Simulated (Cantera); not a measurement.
Feed: 1 mol CH₃Cl, 0.45 mol HCl, 0.16 mol H₂, at 0.133 bar.

Equilibrium computed with Cantera from the NASA thermochemical tables; the gas is ideal and each condensed phase is pure. Candidate condensed phases: C, C₆H₆, C₇H₈, C₈H₁₈; 91 gas species. The numbers say what is thermodynamically allowed, not how fast it happens.

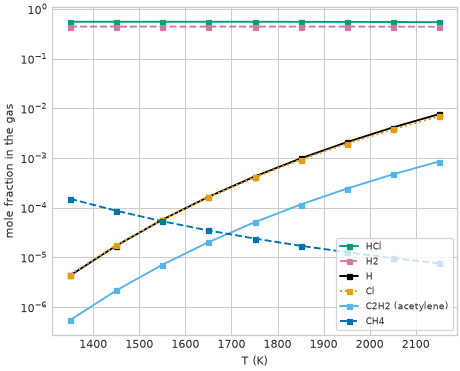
Equilibrium gas composition (values under 1e-9 drawn at 1e-9)

From 1350 K to 2150 K the condensed part is C(graphite). The main C-bearing gas is CH₄ at 1350 K and C₂H₂ (acetylene) at 2150 K.
